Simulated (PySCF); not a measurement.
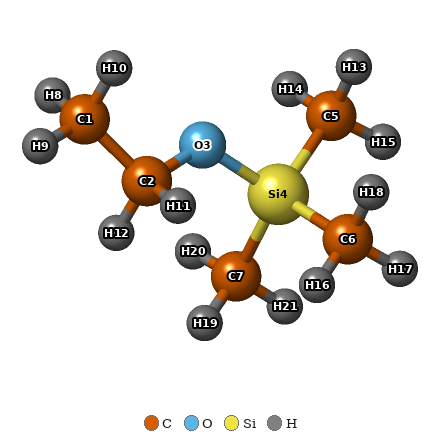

C₅H₁₄OSi, SMILES CCO[Si](C)(C)C. Vertical core-electron binding energies by ΔSCF (SCAN, pcX-2 on the ionised atom, pcseg-1 elsewhere, spin-free X2C; PySCF, at a PBE0-D3(BJ)/def2-SVP geometry (no frequency check)), gas phase, against the vacuum level. One atom of each kind was ionised; within a panel, areas follow the number of like atoms and 2j + 1 (2p levels are split by first-order spin-orbit coupling, an approximation), each panel is scaled alone, Gaussians of 0.4 eV full width. Only the regions named are shown.

Question: Predict the C 1s, Si 2p and Si 1s photoelectron lines.

Answer:
| level | atoms | binding energy (eV) |
| --- | --- | --- |
| C 1s | C2 | 292.0 |
| C 1s | C1 | 290.5 |
| C 1s | C5, C6, C7 | 289.9 |
| Si 2p1/2 | Si4 | 106.9 |
| Si 2p3/2 | Si4 | 106.3 |
| Si 1s | Si4 | 1846.3 |

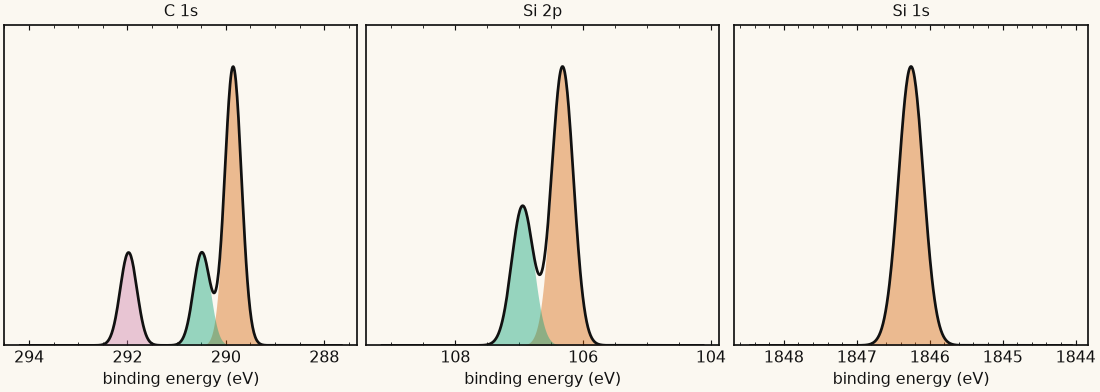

Note: one conformer of a flexible molecule.
